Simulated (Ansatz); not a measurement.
# F− with NH3: superposition error and deformation, part 2 of 2

Ansatz 0.2.0, Gaussian basis. Earlier steps stand in the parts before.

## 12. wB97X-V/def2-TZVPPD

Contents of free-b/in.yaml:

```yaml
crystal:
  periodic: [false, false, false]
  atoms:
    - {symbol: N, position_ang: [-0.264312, -0.137170, 0.577905]}
    - {symbol: H, position_ang: [0.269443, -0.986802, 0.714023]}
    - {symbol: H, position_ang: [-0.222390, 0.085071, -0.409086]}
    - {symbol: H, position_ang: [0.222809, 0.601815, 1.069752]}
basis:
  gaussian: {orbitals: "def2-TZVPPD.json"}
hamiltonian: {xc: {name: wB97X-V}}
```

Run with:

```
> ansatz run in.yaml --threads 2 --pin off --events-out ev --progress --plain --max-ram 5222MiB
```

Log, shortened:

```text
Functional definition: wB97X-V
  name "wB97X-V"
  cite "Mardirossian & Head-Gordon, Phys. Chem. Chem. Phys. 16, 9904 (2014) doi:10.1039/C3CP54374A"
  cite "Becke, J. Chem. Phys. 107, 8554 (1997) doi:10.1063/1.475007"
  cite "Vydrov & Van Voorhis, J. Chem. Phys. 133, 244103 (2010) doi:10.1063/1.3521275"
[...]
      + integral(e_c_pw_opposite_spin*poly(b97_u_opposite, cos0, cos1)) + vv10(b, c)
356 factors; their error is unknown
117 factors; integrals over basis functions are off by at most 7.3e-6 eV
[...]
mean field -1539.18336614 eV, -56.5639454095 hartree, gradient 2.7e-5 eV, S^2 0.000000; 0 other end points of the search recorded, 0 dependent functions left out
reference -1539.18336481 eV, -56.5639453608 hartree; 5, 5 occupied and 83, 83 virtual orbitals, 356 factors
Total energy: -1539.18336481 eV, -56.5639453608 hartree
```

Run time: 1.1 s. Hardware: 2 threads of Arm Neoverse V1, shared host.

## 13. wB97M-V/def2-TZVPPD

Changes to free-b/in.yaml since step 12:

```diff
@@ -9,2 +9,2 @@
   gaussian: {orbitals: "def2-TZVPPD.json"}
-hamiltonian: {xc: {name: wB97X-V}}
+hamiltonian: {xc: {name: wB97M-V}}
```

Run with:

```
> ansatz run in.yaml --threads 2 --pin off --events-out ev --progress --plain --max-ram 5222MiB
```

Log, shortened:

```text
[... 5 set-up lines as earlier in the session ...]
  # Of w^i u^j: cxij and so on, Table III.
[...]
  gx(w, u) = 1 - cx + cx01*u + cx10*w
  gss(w, u) = css00 + css04*u^4 + css10*w + css20*w^2 + css43*w^4*u^3
  gos(w, u) = cos00 + cos10*w + (cos20 + cos21*u)*w^2 + (cos60 + cos61*u)*w^6
[...]
      + integral(e_c_pw_mod_opposite_spin*gos(b97_w_opposite, b97_u_opposite)) + vv10(b, c)
356 factors; their error is unknown
117 factors; integrals over basis functions are off by at most 7.3e-6 eV
[...]
mean field -1538.88754880 eV, -56.5530743230 hartree, gradient 2.7e-6 eV, S^2 0.000000; 0 other end points of the search recorded, 0 dependent functions left out
reference -1538.88758189 eV, -56.5530755390 hartree; 5, 5 occupied and 83, 83 virtual orbitals, 356 factors
Total energy: -1538.88758189 eV, -56.5530755390 hartree
```

Run time: 1.1 s. Hardware: 2 threads of Arm Neoverse V1, shared host.

## 14. B2PLYP/def2-TZVPPD

Changes to free-b/in.yaml since step 13:

```diff
@@ -9,2 +9,2 @@
   gaussian: {orbitals: "def2-TZVPPD.json"}
-hamiltonian: {xc: {name: wB97M-V}}
+hamiltonian: {xc: {name: B2PLYP}}
```

Run with:

```
> ansatz run in.yaml --threads 2 --pin off --events-out ev --progress --plain --max-ram 5222MiB
```

Log, shortened:

```text
[... 5 set-up lines as earlier in the session ...]
[...]
500 factors; integrals over basis functions are off by at most 9.3e-4 eV
[...]
mean field -1536.41570259 eV, -56.4622356503 hartree, gradient 1.8e-6 eV, S^2 0.000000; 0 other end points of the search recorded, 0 dependent functions left out
1 core orbitals not correlated: weight in the atoms' cores, before any rotation towards them, 1.000 or more for the frozen orbitals, at most 0.000 for the correlated occupied ones
reference -1536.41580618 eV, -56.4622394572 hartree; 4, 4 occupied and 83, 83 virtual orbitals, 500 factors
second order -7.69374424 eV of doubles, -0.00000000 eV of singles
Total energy: -1538.49311713 eV, -56.5385792264 hartree
```

Wall time 0.6 s (2 threads of Arm Neoverse V1, shared host).

## 15. BLYP-D4/def2-TZVPPD

Changes to free-b/in.yaml since step 14:

```diff
@@ -9,2 +9,2 @@
   gaussian: {orbitals: "def2-TZVPPD.json"}
-hamiltonian: {xc: {name: B2PLYP}}
+hamiltonian: {xc: {name: BLYP}, dispersion: d4}
```

Run with:

```
> ansatz run in.yaml --threads 2 --pin off --events-out ev --progress --plain --max-ram 5222MiB
```

Log, shortened:

```text
Functional definition: BLYP
  name "BLYP"
[... 2 set-up lines as earlier in the session ...]
  parameter beta = 0.0042
  parameter a = 0.04918
  parameter b = 0.132
  parameter c = 0.2533
  parameter d = 0.349
  exchange = b88_x(beta = beta)
  correlation = lyp_c(a = a, b = b, c = c, d = d)
356 factors; their error is unknown
mean field evaluation 1: about -1530.1549 eV, gradient 7.0e1 eV
mean field evaluation 2: about -1497.4183 eV, gradient 1.2e2 eV
mean field evaluation 4: about -1539.1623 eV, gradient 2.2e0 eV
mean field evaluation 8: about -1539.1654 eV, gradient 2.8e-2 eV
mean field -1539.16535555 eV, -56.5632835326 hartree, gradient 1.5e-5 eV, S^2 0.000000; 0 other end points of the search recorded, 0 dependent functions left out
reference -1539.16558513 eV, -56.5632919697 hartree; 5, 5 occupied and 83, 83 virtual orbitals, 356 factors
Total energy: -1539.19303454 eV, -56.5643007169 hartree
```

It took 0.4 s on 2 threads of Arm Neoverse V1, shared host.

## 16. revPBE-D4/def2-TZVPPD

Changes to free-b/in.yaml since step 15:

```diff
@@ -9,2 +9,2 @@
   gaussian: {orbitals: "def2-TZVPPD.json"}
-hamiltonian: {xc: {name: BLYP}, dispersion: d4}
+hamiltonian: {xc: {name: revPBE}, dispersion: d4}
```

Run with:

```
> ansatz run in.yaml --threads 2 --pin off --events-out ev --progress --plain --max-ram 5222MiB
```

Log, shortened:

```text
Functional definition: revPBE
  name "revPBE"
  cite "Zhang & Yang, Phys. Rev. Lett. 80, 890 (1998) doi:10.1103/PhysRevLett.80.890"
[... 1 set-up line as earlier in the session ...]
  parameter kappa = 1.245
[... 3 set-up lines as earlier in the session ...]
356 factors; their error is unknown
mean field evaluation 1: about -1531.4972 eV, gradient 6.5e1 eV
mean field evaluation 2: about -1504.7008 eV, gradient 1.1e2 eV
mean field evaluation 4: about -1539.3355 eV, gradient 1.9e0 eV
mean field evaluation 8: about -1539.3365 eV, gradient 2.7e-2 eV
mean field -1539.33651648 eV, -56.5695735810 hartree, gradient 6.8e-5 eV, S^2 0.000000; 0 other end points of the search recorded, 0 dependent functions left out
reference -1539.33655040 eV, -56.5695748274 hartree; 5, 5 occupied and 83, 83 virtual orbitals, 356 factors
Total energy: -1539.39098399 eV, -56.5715752249 hartree
```

Wall time 0.3 s (2 threads of Arm Neoverse V1, shared host).

## 17. B97M-V/def2-TZVPPD

Changes to free-b/in.yaml since step 16:

```diff
@@ -9,2 +9,2 @@
   gaussian: {orbitals: "def2-TZVPPD.json"}
-hamiltonian: {xc: {name: revPBE}, dispersion: d4}
+hamiltonian: {xc: {name: B97M-V}}
```

Run with:

```
> ansatz run in.yaml --threads 2 --pin off --events-out ev --progress --plain --max-ram 5222MiB
```

Log, shortened:

```text
[... 5 set-up lines as earlier in the session ...]
  # Of w^i u^j: cxij and so on, Table III.
[...]
  gx(w, u) = cx00 + cx01*u + cx02*u^2 + (cx10 + cx11*u)*w
  gss(w, u) = css00 + css02*u^2 + css10*w + (css32*w^3 + css42*w^4)*u^2
  gos(w, u) = cos00 + cos01*u + cos03*u^3 + cos10*w + cos32*w^3*u^2
[...]
      + integral(e_c_pw_mod_opposite_spin*gos(b97_w_opposite, b97_u_opposite)) + vv10(b, c)
356 factors; their error is unknown
[...]
mean field -1539.43527017 eV, -56.5732027122 hartree, gradient 5.4e-5 eV, S^2 0.000000; 0 other end points of the search recorded, 0 dependent functions left out
reference -1539.43530997 eV, -56.5732041748 hartree; 5, 5 occupied and 83, 83 virtual orbitals, 356 factors
Total energy: -1539.43530997 eV, -56.5732041748 hartree
```

Run time: 1.1 s. Hardware: 2 threads of Arm Neoverse V1, shared host.

## 18. HSE06-D4/def2-TZVPPD

Changes to free-b/in.yaml since step 17:

```diff
@@ -9,2 +9,2 @@
   gaussian: {orbitals: "def2-TZVPPD.json"}
-hamiltonian: {xc: {name: B97M-V}}
+hamiltonian: {xc: hse06, dispersion: d4}
```

Run with:

```
> ansatz run in.yaml --threads 2 --pin off --events-out ev --progress --plain --max-ram 5222MiB
```

Log, shortened:

```text
Functional definition: HSE06
  name "HSE06"
  cite "Heyd, Scuseria & Ernzerhof, J. Chem. Phys. 118, 8207 (2003) doi:10.1063/1.1564060"
  cite "Krukau, Vydrov, Izmaylov & Scuseria, J. Chem. Phys. 125, 224106 (2006) doi:10.1063/1.2404663"
  cite "Heyd & Scuseria, J. Chem. Phys. 120, 7274 (2004) doi:10.1063/1.1668634"
  cite "Ernzerhof & Perdew, J. Chem. Phys. 109, 3313 (1998) doi:10.1063/1.476928"
[... 2 set-up lines as earlier in the session ...]
[...]
  # The whole range is PBE's own exchange, as in plane waves. The composition of these papers is wPBEh.
[...]
356 factors; their error is unknown
44 factors; integrals over basis functions are off by at most 2.7e-6 eV
[...]
mean field -1537.82551979 eV, -56.5140454768 hartree, gradient 2.1e-5 eV, S^2 0.000000; 0 other end points of the search recorded, 0 dependent functions left out
reference -1537.82554624 eV, -56.5140464488 hartree; 5, 5 occupied and 83, 83 virtual orbitals, 356 factors
Total energy: -1537.83374819 eV, -56.5143478647 hartree
```

Run time: 0.4 s. Hardware: 2 threads of Arm Neoverse V1, shared host.

## 19. CCSD(T)/def2-TZVPPD

Changes to free-b/in.yaml since step 18:

```diff
@@ -9,2 +9,2 @@
   gaussian: {orbitals: "def2-TZVPPD.json"}
-hamiltonian: {xc: hse06, dispersion: d4}
+correlation: {method: ccsd_t}
```

Run with:

```
> ansatz run in.yaml --threads 2 --pin off --events-out ev --progress --plain --max-ram 5222MiB
```

Log, shortened:

```text
[... 4 set-up lines as earlier in the session ...]
[...]
500 factors; integrals over basis functions are off by at most 9.3e-4 eV
[...]
mean field -1529.87708811 eV, -56.2219460001 hartree, gradient 4.9e-7 eV, S^2 0.000000; 0 other end points of the search recorded, 0 dependent functions left out
1 core orbitals not correlated: weight in the atoms' cores, before any rotation towards them, 1.000 or more for the frozen orbitals, at most 0.000 for the correlated occupied ones
reference -1529.87708811 eV, -56.2219460001 hartree; 4, 4 occupied and 83, 83 virtual orbitals, 500 factors
second order -6.43526477 eV of doubles, -0.00000000 eV of singles
cycle   1  -6.61128135 eV  change   -1.8e-1 eV  update   4.2e-2
[...]
cycle   9  -6.76757399 eV  change    3.2e-6 eV  update   5.7e-6
perturbative correction -0.21609107 eV, -0.0079412004 hartree
Total energy: -1536.86075317 eV, -56.4785909573 hartree
```

It took 0.6 s on 2 threads of Arm Neoverse V1, shared host.

## 20. The split

| method | interaction with counterpoise (kcal/mol) | without | superposition error | deformation | binding energy |
| --- | --- | --- | --- | --- | --- |
| PBE-D4 | -18.41 | -18.53 | 0.12 | 1.08 | -17.33 |
| revPBE-D4 | -16.87 | -17.01 | 0.14 | 0.98 | -15.89 |
| BLYP-D4 | -16.98 | -17.11 | 0.13 | 1.07 | -15.91 |
| r2SCAN-D4 | -19.03 | -19.11 | 0.08 | 1.57 | -17.46 |
| B97M-V | -17.49 | -17.55 | 0.06 | 1.81 | -15.69 |
| PBE0-D4 | -18.77 | -18.83 | 0.06 | 1.73 | -17.04 |
| B3LYP-D4 | -17.83 | -17.90 | 0.07 | 1.65 | -16.18 |
| HSE06-D4 | -18.77 | -18.83 | 0.06 | 1.71 | -17.06 |
| wB97X-V | -17.51 | -17.57 | 0.05 | 1.72 | -15.80 |
| wB97M-V | -17.65 | -17.71 | 0.06 | 1.76 | -15.89 |
| B2PLYP | -16.99 | -17.29 | 0.30 | 1.76 | -15.23 |
| Hartree-Fock | -15.03 | -15.07 | 0.05 | 2.82 | -12.21 |
| MP2 | -16.67 | -17.55 | 0.88 | 1.78 | -14.89 |
| CCSD | -16.48 | -17.29 | 0.81 | 1.74 | -14.74 |
| CCSD(T) | -16.79 | -17.68 | 0.89 | 1.57 | -15.22 |

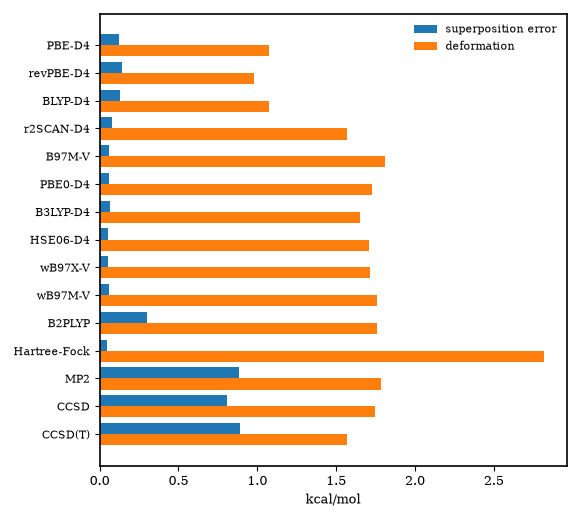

Superposition error and deformation energy by method.

## 21. Results

The summary covers parts 1 to 2.

| quantity | value |
| --- | --- |
| interaction, CCSD(T) | -16.79 kcal/mol |
| superposition error | 0.89 kcal/mol |
| deformation | 1.57 kcal/mol |
| binding energy | -15.22 kcal/mol |

**Reading.** In this basis the superposition error is 0.89 kcal/mol for CCSD(T) and 0.09 kcal/mol on average for the plain functionals: correlated methods borrow far more, since they need many more functions to converge. Deformation takes back 9 % of the interaction.
